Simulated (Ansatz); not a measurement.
# CH6B2Si: basis-set convergence

How large a basis does CH6B2Si need? Two functionals are run in growing sets.

Computed with Ansatz 0.2.0, Gaussian basis. Level: one geometry, several basis sets.

Plan: PBE0-D4/def2-SVP; ωB97M-V/def2-SVP; PBE0-D4/def2-QZVPP; ωB97M-V/def2-QZVPP; the functionals' def2-TZVPP values are taken from earlier runs.

**1. The geometry**

An earlier PBE0-D4 in a triple-zeta def2 set relaxation fixed the geometry.

SMILES `B1CB[SiH2]1`, 10 atoms, charge 0, spin multiplicity 1.

Atoms are counted from 1 here; the program's logs count them from 0.

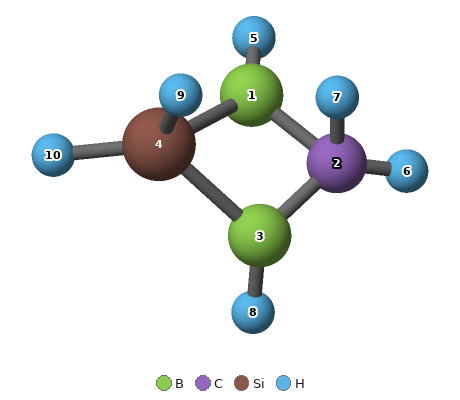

The geometry (boron green, carbon purple, silicon brown, hydrogen blue); atoms are numbered from 1 in the order of the file.

**2. PBE0-D4 in def2-SVP**

in.yaml

```yaml
crystal:
  periodic: [false, false, false]
  atoms:
    - {symbol: B, position_ang: [0.417331, -0.299461, -0.907441]}
    - {symbol: C, position_ang: [0.923697, -0.694213, 0.516642]}
    - {symbol: B, position_ang: [-0.496998, -0.452492, 0.976659]}
    - {symbol: Si, position_ang: [-0.961473, 1.046811, -0.241273]}
    - {symbol: H, position_ang: [0.830903, -0.748650, -1.932183]}
    - {symbol: H, position_ang: [1.654520, -1.450711, 0.779936]}
    - {symbol: H, position_ang: [1.450127, 0.280949, 0.209897]}
    - {symbol: H, position_ang: [-1.168754, -1.324067, 1.440800]}
    - {symbol: H, position_ang: [-0.285060, 2.338402, 0.047001]}
    - {symbol: H, position_ang: [-2.281093, 1.252331, -0.887037]}
basis:
  gaussian: {orbitals: def2-SVP}
hamiltonian: {xc: pbe0, dispersion: d4}
output: {orbitals: {seedname: orbitals}}
```

Started as:

```
> ansatz run in.yaml --threads 2 --pin off --events-out ev --progress --plain --max-ram 4352MiB
```

Log:

```text
Functional definition: PBE0
  name "PBE0"
  cite "Adamo & Barone, J. Chem. Phys. 110, 6158 (1999) doi:10.1063/1.478522"
  cite "Perdew, Burke & Ernzerhof, Phys. Rev. Lett. 77, 3865 (1996) doi:10.1103/PhysRevLett.77.3865"
  parent pbe
  parameter a = 0.25
  parameter kappa = 0.804
  parameter beta = 0.06672455060314922
  exchange = (1 - a)*pbe_x(kappa = kappa, mu = beta*pi^2/3) + a*exact_x
  correlation = pbe_c(beta = beta)
1010 factors; their error is unknown
mean field evaluation 1: about -10347.2206 eV, gradient 4.1e1 eV
mean field evaluation 2: about -10343.9987 eV, gradient 5.2e1 eV
mean field evaluation 4: about -10351.9042 eV, gradient 1.9e0 eV
mean field evaluation 8: about -10351.9539 eV, gradient 2.8e-2 eV
mean field -10351.95392533 eV, -380.4272899496 hartree, gradient 3.7e-5 eV, S^2 0.000000; 0 other end points of the search recorded, 0 dependent functions left out
reference -10351.95395272 eV, -380.4272909559 hartree; 18, 18 occupied and 72, 72 virtual orbitals, 1010 factors
Total energy: -10352.12151838 eV, -380.4334488806 hartree
```

Wall time 0.65 s (2 threads of Intel Xeon 6975P-C, shared host).

**3. ωB97M-V in def2-SVP**

in.yaml: that of step 2 with these lines changed.

```diff
@@ -15,3 +15,3 @@
   gaussian: {orbitals: def2-SVP}
-hamiltonian: {xc: pbe0, dispersion: d4}
+hamiltonian: {xc: {name: wB97M-V}}
 output: {orbitals: {seedname: orbitals}}
```

Launched as before.

Log (excerpt; [...] marks lines left out):

```text
Functional definition: wB97M-V
  name "wB97M-V"
  cite "Mardirossian & Head-Gordon, J. Chem. Phys. 144, 214110 (2016) doi:10.1063/1.4952647"
  cite "Becke, J. Chem. Phys. 107, 8554 (1997) doi:10.1063/1.475007"
  cite "Vydrov & Van Voorhis, J. Chem. Phys. 133, 244103 (2010) doi:10.1063/1.3521275"
  # Of w^i u^j: cxij and so on, Table III.
[...]
  gx(w, u) = 1 - cx + cx01*u + cx10*w
  gss(w, u) = css00 + css04*u^4 + css10*w + css20*w^2 + css43*w^4*u^3
  gos(w, u) = cos00 + cos10*w + (cos20 + cos21*u)*w^2 + (cos60 + cos61*u)*w^6
[...]
      + integral(e_c_pw_mod_opposite_spin*gos(b97_w_opposite, b97_u_opposite)) + vv10(b, c)
1010 factors; their error is unknown
314 factors; integrals over basis functions are off by at most 1.1e-5 eV
[...]
mean field -10356.27064237 eV, -380.5859263747 hartree, gradient 8.2e-5 eV, S^2 0.000000; 0 other end points of the search recorded, 0 dependent functions left out
reference -10356.27068586 eV, -380.5859279728 hartree; 18, 18 occupied and 72, 72 virtual orbitals, 1010 factors
Total energy: -10356.27068586 eV, -380.5859279728 hartree
```

Run time: 2.2 s. Hardware: 2 threads of Intel Xeon 6975P-C, shared host.

**4. PBE0-D4 in def2-QZVPP**

in.yaml: that of step 3 with these lines changed.

```diff
@@ -14,4 +14,4 @@
 basis:
-  gaussian: {orbitals: def2-SVP}
-hamiltonian: {xc: {name: wB97M-V}}
+  gaussian: {orbitals: "def2-QZVPP.json"}
+hamiltonian: {xc: pbe0, dispersion: d4}
 output: {orbitals: {seedname: orbitals}}
```

Same command.

Log:

```text
Functional definition: PBE0
  name "PBE0"
  cite "Adamo & Barone, J. Chem. Phys. 110, 6158 (1999) doi:10.1063/1.478522"
  cite "Perdew, Burke & Ernzerhof, Phys. Rev. Lett. 77, 3865 (1996) doi:10.1103/PhysRevLett.77.3865"
  parent pbe
  parameter a = 0.25
  parameter kappa = 0.804
  parameter beta = 0.06672455060314922
  exchange = (1 - a)*pbe_x(kappa = kappa, mu = beta*pi^2/3) + a*exact_x
  correlation = pbe_c(beta = beta)
1322 factors; their error is unknown
mean field evaluation 1: about -10349.7420 eV, gradient 5.6e1 eV
mean field evaluation 2: about -10341.9408 eV, gradient 7.3e1 eV
mean field evaluation 4: about -10357.6437 eV, gradient 3.2e0 eV
mean field evaluation 8: about -10357.6737 eV, gradient 3.7e-2 eV
mean field evaluation 16: about -10357.6768 eV, gradient 2.7e-5 eV
mean field -10357.67680047 eV, -380.6376017319 hartree, gradient 2.7e-5 eV, S^2 0.000000; 0 other end points of the search recorded, 0 dependent functions left out
reference -10357.67684490 eV, -380.6376033644 hartree; 18, 18 occupied and 403, 403 virtual orbitals, 1322 factors
Total energy: -10357.84441056 eV, -380.6437612891 hartree
```

Run time: 6 s. Hardware: 2 threads of Intel Xeon 6975P-C, shared host; peak memory 1.1 GiB.

**5. ωB97M-V in def2-QZVPP**

in.yaml: that of step 4 with these lines changed.

```diff
@@ -15,3 +15,3 @@
   gaussian: {orbitals: "def2-QZVPP.json"}
-hamiltonian: {xc: pbe0, dispersion: d4}
+hamiltonian: {xc: {name: wB97M-V}}
 output: {orbitals: {seedname: orbitals}}
```

The command is unchanged.

Log (excerpt; [...] marks lines left out):

```text
Functional definition: wB97M-V
  name "wB97M-V"
  cite "Mardirossian & Head-Gordon, J. Chem. Phys. 144, 214110 (2016) doi:10.1063/1.4952647"
  cite "Becke, J. Chem. Phys. 107, 8554 (1997) doi:10.1063/1.475007"
  cite "Vydrov & Van Voorhis, J. Chem. Phys. 133, 244103 (2010) doi:10.1063/1.3521275"
  # Of w^i u^j: cxij and so on, Table III.
[...]
  gx(w, u) = 1 - cx + cx01*u + cx10*w
  gss(w, u) = css00 + css04*u^4 + css10*w + css20*w^2 + css43*w^4*u^3
  gos(w, u) = cos00 + cos10*w + (cos20 + cos21*u)*w^2 + (cos60 + cos61*u)*w^6
[...]
      + integral(e_c_pw_mod_opposite_spin*gos(b97_w_opposite, b97_u_opposite)) + vv10(b, c)
1302 factors; their error is unknown
385 factors; integrals over basis functions are off by at most 8.7e-6 eV
[...]
mean field -10362.15604605 eV, -380.8022109705 hartree, gradient 4.3e-5 eV, S^2 0.000000; 0 other end points of the search recorded, 0 dependent functions left out
reference -10362.15611787 eV, -380.8022136099 hartree; 18, 18 occupied and 403, 403 virtual orbitals, 1302 factors
Total energy: -10362.15611787 eV, -380.8022136099 hartree
```

Run time: 12 s. Hardware: 2 threads of Intel Xeon 6975P-C, shared host; peak memory 1.4 GiB.

**6. Density functionals: the series**

The def2-TZVPP values come from earlier runs at the same geometry.

```
functional       basis  functions  energy (eV)  from the largest (eV)  HOMO (eV)  LUMO (eV)
   PBE0-D4    def2-SVP         90  -10352.1215                  5.723      -6.97      -1.89
   PBE0-D4  def2-TZVPP        219  -10357.4340                  0.410      -6.98      -1.94
   PBE0-D4  def2-QZVPP        421  -10357.8444                  0.000      -6.98      -1.95
   ωB97M-V    def2-SVP         90  -10356.2707                  5.885      -9.01       0.20
   ωB97M-V  def2-TZVPP        219  -10361.7748                  0.381      -9.05       0.07
   ωB97M-V  def2-QZVPP        421  -10362.1561                  0.000      -9.06       0.02
```

**7. What came out**

| quantity | value |
| --- | --- |
| PBE0-D4: double and triple zeta above quadruple | 5.72, 0.41 eV |
| ωB97M-V: double and triple zeta above quadruple | 5.89, 0.38 eV |

What this shows: For PBE0-D4 the step from double to triple zeta gains 5.31 eV and the next only 0.41 eV. These are total energies; as a rule much of such shifts cancels in differences, which this series doesn't test.

For PBE0-D4 the largest set took about 9 times as long as the smallest (6 s against 0.65 s).
